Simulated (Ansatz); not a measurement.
# Nudged elastic band of C2H10AlN (part 2 of 2)

The same run, continued: C2H10AlN; RKS PBE0-D4/def2-mTZVP (Ansatz 0.2.0). It belongs to a series of runs on one base structure; here: band between the two ends.

Geometry of the input (Å):
```
Al -0.4637  -1.7323  0.2992
H  -1.6738  -1.6715  1.3583
H  -0.7905  -2.3420  -1.1533
H  1.0214  -1.9563  0.8766
H  -1.2322  0.5130  -0.5560
N  -0.3225  0.2545  -0.1778
C  -0.0730  1.0712  1.0184
C  0.6902  0.4840  -1.2175
H  0.8786  0.7680  1.4546
H  -0.0332  2.1373  0.7772
H  -0.8589  0.8886  1.7498
H  0.4407  -0.1026  -2.1007
H  1.6566  0.1458  -0.8433
H  0.7603  1.5425  -1.4854
```

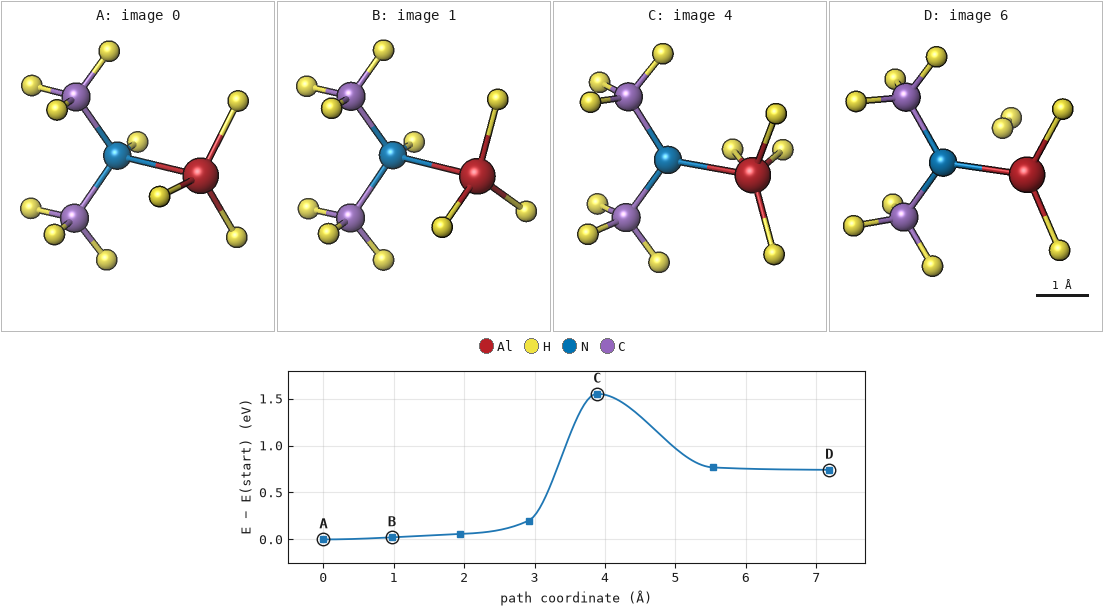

Fig. 1: Images of the last band (counted from 0; ball-and-stick, seen at a tilt) above the energy along the path; the line is a cubic interpolation that uses the forces. The highest image is number 4, 1.551 eV above the start and 0.810 eV above the end (the climbing image); the end lies 0.741 eV above the start. The path is 7.18 Å long. The band converged in 20 iterations.

```
Total energy: -10316.06344884 eV, -379.1083392659 hartree
Atom 0 at    -0.333076    -1.707998     0.222350 Å, force     0.003723     0.013527    -0.000537 eV/Å
Atom 1 at    -2.032118    -1.005131    -0.017442 Å, force     0.003772     0.001640    -0.000518 eV/Å
Atom 2 at    -0.063702    -2.610833    -1.054750 Å, force    -0.000301     0.000095    -0.000260 eV/Å
Atom 3 at    -0.290622    -2.203142     1.729540 Å, force     0.000357    -0.000127    -0.000061 eV/Å
Atom 4 at    -1.395007    -0.279054    -0.068455 Å, force    -0.000764     0.002947     0.001313 eV/Å
Atom 5 at     0.017905     0.141872    -0.017474 Å, force    -0.004720    -0.019427    -0.001435 eV/Å
Atom 6 at     0.340795     0.992533     1.108000 Å, force    -0.003274     0.000836     0.003008 eV/Å
Atom 7 at     0.518188     0.646473    -1.278426 Å, force    -0.002281    -0.000708    -0.001538 eV/Å
Atom 8 at     1.422665     1.035021     1.296483 Å, force     0.001012    -0.000071     0.001789 eV/Å
Atom 9 at    -0.006139     2.020057     0.942463 Å, force     0.000239    -0.000092    -0.001407 eV/Å
Atom 10 at    -0.137059     0.620070     2.017275 Å, force     0.000170     0.000472    -0.000109 eV/Å
Atom 11 at     0.166666     0.024049    -2.104905 Å, force     0.000472     0.000706     0.000117 eV/Å
Atom 12 at     1.616532     0.653663    -1.313938 Å, force     0.001542    -0.000174    -0.001554 eV/Å
Atom 13 at     0.174974     1.672421    -1.460619 Å, force     0.000053     0.000375     0.001193 eV/Å
Dipole moment:     0.143291     0.393581    -0.046199 e Å
this run last wrote the band of iteration 20 to [file]
```

### The last band as extended XYZ (Å, eV, eV/Å)
```
14
Properties=species:S:1:pos:R:3:forces:R:3 image=0 energy=-10317.61478
Al   -0.4637   -1.7323    0.2992   -0.0095  -0.0109  -0.0052
H    -1.6738   -1.6715    1.3583    0.0155  -0.0024  -0.0067
H    -0.7905   -2.3420   -1.1533    0.0011   0.0040   0.0090
H     1.0214   -1.9563    0.8766   -0.0087  -0.0001   0.0028
H    -1.2322    0.5130   -0.5560    0.0103  -0.0085   0.0078
N    -0.3225    0.2545   -0.1778   -0.0075   0.0112  -0.0040
C    -0.0730    1.0712    1.0184   -0.0052   0.0007  -0.0043
C     0.6902    0.4840   -1.2175    0.0028   0.0103  -0.0126
H     0.8786    0.7680    1.4546    0.0040  -0.0044   0.0068
H    -0.0332    2.1373    0.7772    0.0029   0.0055  -0.0024
H    -0.8589    0.8886    1.7498   -0.0052   0.0023   0.0037
H     0.4407   -0.1026   -2.1007   -0.0014  -0.0026   0.0027
H     1.6566    0.1458   -0.8433    0.0023  -0.0013  -0.0006
H     0.7603    1.5425   -1.4854   -0.0013  -0.0039   0.0031
14
Properties=species:S:1:pos:R:3:forces:R:3 image=1 energy=-10317.59281
Al   -0.4881   -1.7387    0.3070    0.0009   0.0005  -0.0004
H    -1.9649   -1.6945    0.9460    0.0056   0.0025   0.0181
H    -0.3400   -2.4004   -1.1494   -0.0172   0.0012  -0.0054
H     0.7460   -1.9074    1.3226    0.0153  -0.0007  -0.0132
H    -1.2477    0.5316   -0.4388    0.0002   0.0001  -0.0057
N    -0.3098    0.2578   -0.1525   -0.0004   0.0001  -0.0021
C     0.0439    1.0406    1.0406   -0.0048   0.0003  -0.0003
C     0.6072    0.5186   -1.2704    0.0038  -0.0017   0.0025
H     1.0356    0.7399    1.3764   -0.0064   0.0000   0.0036
H     0.0427    2.1145    0.8314   -0.0040   0.0002  -0.0008
H    -0.6646    0.8234    1.8396   -0.0087   0.0006  -0.0031
H     0.2678   -0.0234   -2.1512    0.0064  -0.0002  -0.0001
H     1.5992    0.1505   -1.0066    0.0028  -0.0023   0.0052
H     0.6727    1.5876   -1.4946    0.0065  -0.0008   0.0018
14
Properties=species:S:1:pos:R:3:forces:R:3 image=2 energy=-10317.55687
Al   -0.5275   -1.7550    0.2714    0.0013   0.0024  -0.0014
H    -2.1325   -1.7412    0.4136    0.0000  -0.0108   0.0159
H     0.0765   -2.4059   -1.0669   -0.0032   0.0063  -0.0053
H     0.3185   -1.9301    1.6253    0.0173   0.0067  -0.0066
H    -1.2451    0.5544   -0.3011   -0.0024   0.0105  -0.0075
N    -0.2890    0.2648   -0.1062   -0.0074  -0.0002   0.0009
C     0.1707    1.0068    1.0768   -0.0042  -0.0007  -0.0005
C     0.5267    0.5661   -1.2908    0.0016  -0.0019   0.0000
H     1.1857    0.6943    1.3195   -0.0073  -0.0093   0.0042
H     0.1585    2.0869    0.9007    0.0046   0.0005  -0.0009
H    -0.4650    0.7682    1.9285   -0.0106   0.0039  -0.0026
H     0.1290    0.0338   -2.1529   -0.0008   0.0034  -0.0019
H     1.5448    0.2161   -1.1208   -0.0009  -0.0112   0.0035
H     0.5488    1.6407   -1.4971    0.0119   0.0005   0.0022
14
Properties=species:S:1:pos:R:3:forces:R:3 image=3 energy=-10317.41453
Al   -0.5623   -1.8006    0.2332   -0.1018  -0.0398  -0.0040
H    -2.1355   -1.4629    0.0218   -0.0494  -0.2156   0.0289
H     0.1437   -2.5541   -0.9910    0.0870   0.0326   0.0135
H    -0.1293   -2.1148    1.7428    0.0878   0.0285  -0.0057
H    -1.1631    0.3486   -0.1632    0.1051   0.2937  -0.0356
N    -0.1587    0.2058   -0.0466   -0.0745   0.0371  -0.0128
C     0.2797    1.0016    1.1066   -0.0250  -0.0075  -0.0031
C     0.5026    0.6190   -1.2904   -0.0271  -0.0067   0.0018
H     1.3559    0.8928    1.2440   -0.0177  -0.0766  -0.0284
H     0.0513    2.0617    0.9599    0.0362   0.0132   0.0218
H    -0.2159    0.6456    2.0084   -0.0186  -0.0007   0.0013
H     0.1651   -0.0105   -2.1124   -0.0177  -0.0012  -0.0056
H     1.5823    0.5013   -1.1926   -0.0244  -0.0640   0.0467
H     0.2843    1.6664   -1.5203    0.0399   0.0069  -0.0187
14
Properties=species:S:1:pos:R:3:forces:R:3 image=4 energy=-10316.06341
Al   -0.3331   -1.7080    0.2223    0.0037   0.0135  -0.0005
H    -2.0321   -1.0051   -0.0174    0.0038   0.0016  -0.0005
H    -0.0637   -2.6108   -1.0548   -0.0003   0.0001  -0.0003
H    -0.2906   -2.2031    1.7295    0.0004  -0.0001  -0.0001
H    -1.3950   -0.2791   -0.0685   -0.0008   0.0029   0.0013
N     0.0179    0.1419   -0.0175   -0.0047  -0.0194  -0.0014
C     0.3408    0.9925    1.1080   -0.0033   0.0008   0.0030
C     0.5182    0.6465   -1.2784   -0.0023  -0.0007  -0.0015
H     1.4227    1.0350    1.2965    0.0010  -0.0001   0.0018
H    -0.0061    2.0201    0.9425    0.0002  -0.0001  -0.0014
H    -0.1371    0.6201    2.0173    0.0002   0.0005  -0.0001
H     0.1667    0.0240   -2.1049    0.0005   0.0007   0.0001
H     1.6165    0.6537   -1.3139    0.0015  -0.0002  -0.0016
H     0.1750    1.6724   -1.4606    0.0001   0.0004   0.0012
14
Properties=species:S:1:pos:R:3:forces:R:3 image=5 energy=-10316.84782
Al   -0.0616   -1.6839    0.2198    0.0126   0.0007  -0.0002
H    -2.9221   -0.8052   -0.0775   -0.0345   0.0050  -0.0030
H    -0.1639   -2.5674   -1.0936   -0.0008   0.0012  -0.0002
H    -0.3352   -2.1972    1.6955   -0.0004   0.0009  -0.0003
H    -2.3230   -0.3580   -0.1001   -0.0372  -0.0048  -0.0013
N     0.4198    0.0171    0.0240    0.0167  -0.0053   0.0051
C     0.5590    0.9444    1.1226    0.0055  -0.0003  -0.0011
C     0.7020    0.6316   -1.2522    0.0055  -0.0005  -0.0007
H     1.5888    1.3170    1.2141    0.0058   0.0131  -0.0036
H    -0.0923    1.8212    0.9946   -0.0052  -0.0070   0.0013
H     0.2921    0.4700    2.0696    0.0155  -0.0047   0.0015
H     0.5409   -0.0749   -2.0695    0.0158  -0.0047   0.0015
H     1.7412    0.9836   -1.3149    0.0057   0.0137   0.0009
H     0.0541    1.5018   -1.4323   -0.0051  -0.0072  -0.0001
14
Properties=species:S:1:pos:R:3:forces:R:3 image=6 energy=-10316.87338
Al    0.2540   -1.8808    0.2400    0.0070   0.0010  -0.0004
H    -2.9816    0.3395   -0.2019   -0.0002   0.0031  -0.0004
H     0.2472   -2.7648   -1.0770    0.0015   0.0000  -0.0001
H     0.1194   -2.4277    1.7228   -0.0006  -0.0008  -0.0003
H    -2.2707    0.1216   -0.1376    0.0004   0.0014   0.0003
N     0.4307   -0.1227    0.0374   -0.0029   0.0009   0.0010
C     0.4512    0.8171    1.1351   -0.0008  -0.0009  -0.0035
C     0.5668    0.5336   -1.2429   -0.0014  -0.0012   0.0040
H     1.3888    1.3898    1.1578   -0.0004  -0.0012   0.0007
H    -0.3709    1.5431    1.0598   -0.0001   0.0003   0.0003
H     0.3524    0.3012    2.0925   -0.0011   0.0000   0.0018
H     0.5541   -0.1934   -2.0576   -0.0013  -0.0009  -0.0018
H     1.5088    1.0955   -1.3092   -0.0002  -0.0016  -0.0014
H    -0.2501    1.2479   -1.4190    0.0000   0.0000  -0.0002
```

### Results in brief

| quantity | value |
| --- | --- |
| outcome | converged |
| barrier, forward | 1.551 eV |
| barrier, backward | 0.810 eV |
| hardware | 2 threads of Intel Xeon (Sapphire Rapids), 16 GiB of memory available, shared host |
| wall time | 3.6 min (CPU time 6.9 min) |
| peak memory | 0.25 GiB |

### Notes

The order of the saddle point was not checked.
